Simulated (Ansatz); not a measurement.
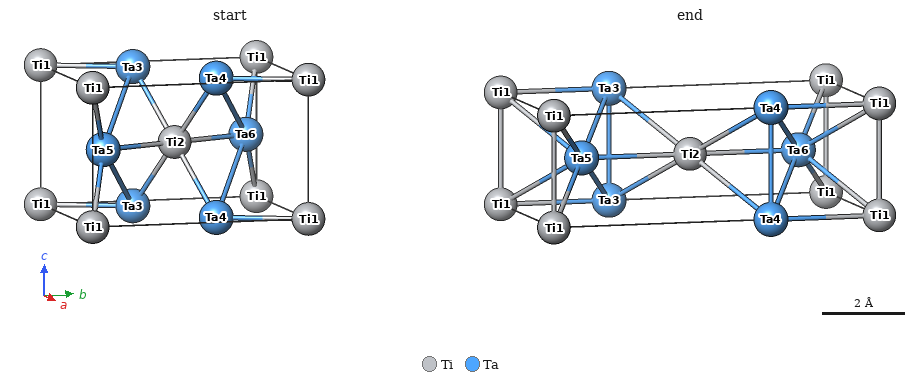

The structure of crystalline Ta$_{2}$Ti (built on the marcasite_58 type) (coarse preliminary run) before (left) and after (right) a relaxation, at one scale.

A ball-and-stick model of the cell of the calculation, seen slightly off an axis.

Case: marcasite type (Pnnm, No. 58).

Level of theory: Ansatz, DFT PBE, scalar-relativistic, plane waves, PAW. (plane-wave cutoff 420 eV; k-point mesh 4 × 4 × 6; occupations gaussian; smearing width 0.1 eV; no spin polarisation; cell and atoms relaxed; force threshold 0.04 eV/Å; at most 70 steps)

Q: Describe what moved and what it gained.

A: Over 20 accepted moves (24 points after the start) the energy falls by 16.835 eV per cell of the calculation. Largest force component: 3.3 eV/Å at the start, 0.0037 eV/Å at the end. The pressure goes from 76.47 to 0.04 GPa. The line search rejected the trial steps at points 20, 22 of the run. The SCF was repeated twice at an unchanged geometry on a basis and grid sized afresh for the cell, which shifted the energy by 0.743 eV per cell of the calculation at most. The largest moves relative to the cell, 1.01 Å, are those of Ta3, Ta4, Ta5 and Ta6. Ta5 goes roughly along [−3 1 0]. Ti stays in place. Cell: a 4.547 → 4.659 Å (+2.4 %), b 5.550 → 8.369 Å (+50.8 %), c 3.465 → 2.783 Å (−19.7 %). Volume +24.1 %. Some distances before and after: Ta3–Ta4 3.039 → 5.433 Å, Ta3–Ta6 3.302 → 4.987 Å, Ti1–Ta5 2.304 → 3.052 Å, Ta3–Ta3 3.465 → 2.783 Å. New bonds form: Ti1–Ta5 (3.69 → 3.05 Å), Ti1–Ta6 (3.69 → 3.05 Å), Ti2–Ta3 (3.69 → 3.05 Å), Ti2–Ta4 (3.69 → 3.05 Å). Bond angles that change, for instance: Ta3–Ti2–Ta4 82.5° → 125.7°, Ta3–Ti2–Ta6 91.9° → 117.3°, Ta3–Ti2–Ta5 88.1° → 62.7°. The space group (tolerance 0.01 Å) goes from Pnnm (No. 58) to Immm (No. 71).
